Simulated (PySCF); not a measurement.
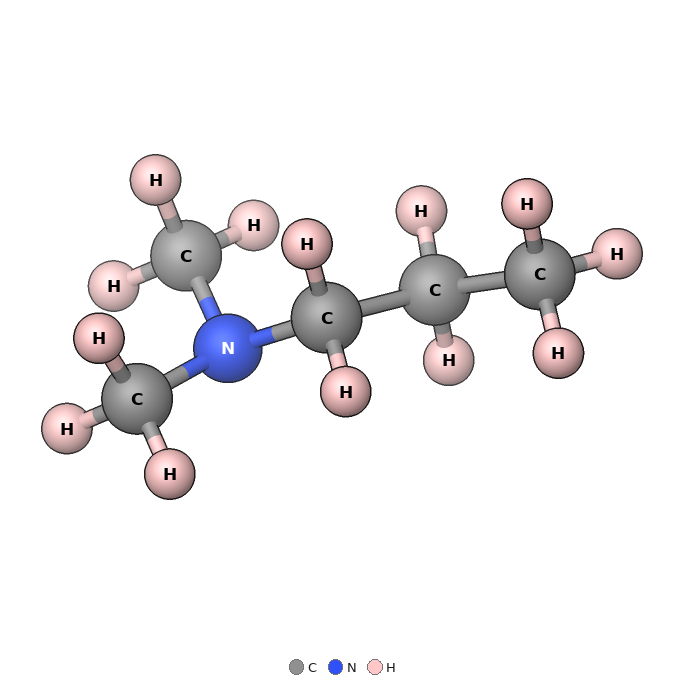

Orthographic view. Atoms fade into the background with distance from the viewer. The geometry was computed by an optimisation with PBE0-D3(BJ)/def2-SVP. No frequency run is at hand to confirm it as a minimum.

Q: Write the InChI string.

A: InChI=1S/C5H13N/c1-4-5-6(2)3/h4-5H2,1-3H3
